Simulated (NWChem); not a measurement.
# TiHBrOF2 (SMILES [OH][Ti]([F])([F])[Br]) at 4 levels

We compute a comparison of 4 runs (HF/STO-3G, HF/3-21G, B3LYP/6-31G*) of TiHBrOF2. 

The results are computed with NWChem 7.3.0.

## (1) The system as given

TiHBrOF2: 6 atoms, total charge 0, spin state singlet. SMILES: `[OH][Ti]([F])([F])[Br]`. The shape is that of a PBE0-D4/def2-TZVP optimisation. This is one conformer, not always the lowest.

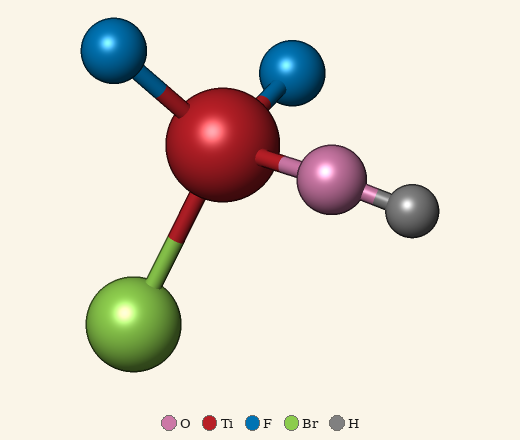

The structure, seen from a chosen angle (oxygen pink, titanium red, fluorine blue, bromine green, hydrogen grey).

## (2) Energy and gradient at HF/STO-3G (run 1)

File calc.nw:

```
start calc
title "BrF2HOTi"
memory total 2200 mb

geometry units angstrom noautosym nocenter noautoz
 O     -0.274900    -0.033200     1.341100
 Ti     0.197500    -0.170800    -0.345400
 F     -1.109400    -0.878800    -1.258500
 F      1.622700    -1.170700    -0.453700
 Br     0.631200     1.969100    -1.211100
 H     -1.024900     0.220300     1.881400
end

basis spherical bse
 * library STO-3G
end

scf
 thresh 1e-08
 maxiter 80
 print medium
end

task scf gradient
```

Run with:

```sh
nwchem calc.nw > calc.out
```

Standard output:

```text
[...]
  functions       =    52
[...]
  wavefunction    = RHF
[...]
         Total SCF energy =  -3655.382896998115
      One-electron energy =  -6185.758106492363
      Two-electron energy =   1982.450089945334
 Nuclear repulsion energy =    547.925119548914
        Time for solution =      5.7s
[...]
                         RHF ENERGY GRADIENTS
    atom               coordinates                        gradient
                 x          y          z           x          y          z
   1 O      -0.519486  -0.062739   2.534312   -0.024078   0.008628   0.044109
   2 Ti      0.373221  -0.322765  -0.652711    0.006243   0.025913  -0.000721
   3 F      -2.096462  -1.660691  -2.378220   -0.038161  -0.018195  -0.024321
   4 F       3.066458  -2.212302  -0.857369    0.039869  -0.026013  -0.002978
   5 Br      1.192795   3.721059  -2.288647    0.001819   0.013595  -0.003722
   6 H      -1.936780   0.416307   3.555330    0.014309  -0.003929  -0.012368
[...]
```

Wall time 9.6 s (1 thread of Intel Xeon Platinum 8488C (Sapphire Rapids), shared host); peak memory 0.1 GiB.

## (3) Energy and forces at HF/3-21G (run 2)

File brf2hoti.xyz:

```xyz
6
BrF2HOTi hf
O     -0.274900    -0.033200     1.341100
Ti     0.197500    -0.170800    -0.345400
F     -1.109400    -0.878800    -1.258500
F      1.622700    -1.170700    -0.453700
Br     0.631200     1.969100    -1.211100
H     -1.024900     0.220300     1.881400
```

File brf2hoti.nw:

```
start brf2hoti
title "BrF2HOTi hf"
memory total 2200 mb
charge 0

geometry noautosym nocenter noautoz
   load brf2hoti.xyz
end

basis spherical bse
   * library 3-21G
end

scf
   thresh 1e-08
   maxiter 80
   print low
end

task scf gradient
```

Run with:

```sh
nwchem brf2hoti.nw > brf2hoti.out
```

Standard output:

```text
[...]
  functions       =    78
[...]
  wavefunction    = RHF
[...]
         Total SCF energy =  -3677.407792860517
      One-electron energy =  -6198.930357282295
      Two-electron energy =   1973.597444872863
 Nuclear repulsion energy =    547.925119548914
        Time for solution =      9.1s
[...]
                         RHF ENERGY GRADIENTS
    atom               coordinates                        gradient
                 x          y          z           x          y          z
   1 O      -0.519486  -0.062739   2.534312   -0.001705   0.000810   0.035528
   2 Ti      0.373221  -0.322765  -0.652711    0.002455   0.034404  -0.020780
   3 F      -2.096462  -1.660691  -2.378220   -0.017499  -0.008295  -0.012313
   4 F       3.066458  -2.212302  -0.857369    0.020529  -0.012948  -0.000417
   5 Br      1.192795   3.721059  -2.288647   -0.002953  -0.014551   0.006287
   6 H      -1.936780   0.416307   3.555330   -0.000827   0.000579  -0.008305
 Task  times  cpu:       12.5s     wall:       12.5s
 Total times  cpu:       12.5s     wall:       12.5s
```

Run time: 13 s. Hardware: 1 thread of Intel Xeon Platinum 8488C (Sapphire Rapids), shared host; peak memory 0.099 GiB.

Run 3 isn't shown in full; the table further down has it.

## (4) Energy and forces at B3LYP/6-31G(d) (Cartesian functions) (run 4)

File sp.nw:

```
start sp
title "BrF2HOTi B3LYP"
memory total 2200 mb

geometry units au noautosym nocenter noautoz
   O     -0.51948571    -0.06273891     2.53431171
   Ti     0.37322091    -0.32276522    -0.65271140
   F     -2.09646216    -1.66069132    -2.37822033
   F      3.06645858    -2.21230237    -0.85736874
   Br     1.19279513     3.72105971    -2.28864731
   H     -1.93678031     0.41630667     3.55533073
end

basis cartesian
   O library 6-31G*
   Ti library 6-31G*
   F library 6-31G*
   Br library 6-31G*
   H library 6-31G*
end

dft
   xc b3lyp
   grid fine
   convergence energy 1e-08
   maxiter 100
   mulliken
   noprint "final vectors analysis"
end

task dft gradient
```

Run with:

```sh
nwchem sp.nw > sp.out
```

Standard output:

```text
[...]
          Wavefunction type:  closed shell.
          No. of atoms     :     6
          No. of electrons :    84
[...]
          Charge           :     0
          Spin multiplicity:     1
[...]
          AO basis - number of functions:   121
[...]
              XC Information
              --------------
                         B3LYP Method XC Potential
                     Hartree-Fock (Exact) Exchange  0.200
                        Slater Exchange Functional  0.800 local
                    Becke 1988 Exchange Functional  0.720 non-local
              Lee-Yang-Parr Correlation Functional  0.810
                  VWN I RPA Correlation Functional  0.190 local
[...]
 d= 0,ls=0.0,diis     1  -3698.5647424596 -4.25D+03  7.39D-02  5.39D+00     4.4
[...]
 d= 0,ls=0.5,diis    30  -3699.0878230257 -8.25D-09  1.37D-06  6.59D-09    95.1
         Total DFT energy =    -3699.087823029872
      One electron energy =    -6221.423602610663
           Coulomb energy =     2137.749308501443
    Exchange-Corr. energy =     -163.338609156802
 Nuclear repulsion energy =      547.925080236150
[...]
      Total Density - Mulliken Population Analysis
     ---------------------------------------------
    Atom       Charge   Shell Charges
 -----------   ------   -------------------------------------------------------
    1 O    8     8.73   1.99  0.90  2.93  0.97  1.91  0.03
    2 Ti  22    20.66   2.00  2.00  5.99  2.08  6.12  0.07  0.45  0.01  0.05  0.86  1.10 -0.06
    3 F    9     9.38   1.99  0.95  3.29  0.98  2.11  0.06
    4 F    9     9.38   1.99  0.95  3.29  0.98  2.11  0.06
    5 Br  35    35.30   2.00  1.99  6.00  1.93  5.99  1.61  3.87  0.37  1.47  7.02  2.95  0.12
    6 H    1     0.55   0.46  0.09
[...]
  wavefunction    = closed shell
                         DFT ENERGY GRADIENTS
    atom               coordinates                        gradient
                 x          y          z           x          y          z
   1 O      -0.519486  -0.062739   2.534312   -0.006243   0.002418   0.000168
   2 Ti      0.373221  -0.322765  -0.652711    0.000428   0.005404   0.001755
   3 F      -2.096462  -1.660691  -2.378220   -0.000482   0.000510  -0.000003
   4 F       3.066459  -2.212302  -0.857369    0.000565   0.000346   0.000046
   5 Br      1.192795   3.721060  -2.288647   -0.001298  -0.006282   0.002556
   6 H      -1.936780   0.416307   3.555331    0.007029  -0.002396  -0.004522
[...]
```

Wall time 2 min (1 thread of Intel Xeon Platinum 8488C (Sapphire Rapids), shared host); peak memory 0.13 GiB.

## (5) The series

| run | level | iteration cap | module | energy (Eh) | dipole moment (D) | largest force (eV/Å) | wall time |
| --- | --- | --- | --- | --- | --- | --- | --- |
| 1 | HF/STO-3G | 80 | scf | -3655.382897 | 2.46 | 2.622 | 9.6 s |
| 2 | HF/3-21G | 80 | scf | -3677.407793 | – | 2.071 | 13 s |
| 3 | B3LYP/6-31G* (spherical functions) | 100 | dft | -3699.064000 | 2.66 | 0.519 | 2.1 min |
| 4 | B3LYP/6-31G* (Cartesian functions) | 100 | dft | -3699.087823 | 2.66 | 0.447 | 2 min |

## (6) Results

```
                       quantity           value
            run 4: total energy  -3699.08782 Eh
           run 4: dipole moment          2.66 D
run 4: largest force on an atom      0.447 eV/Å
```

In words: Over runs 1, 3, 4 the dipole moment (its size) runs from 2.46 D (HF/STO-3G) to 2.66 D (B3LYP/6-31G*). The two ends differ in method and basis. In run 1 the basis is minimal, so the values are rough. All runs together took 4.5 min, the longest 2.1 min.
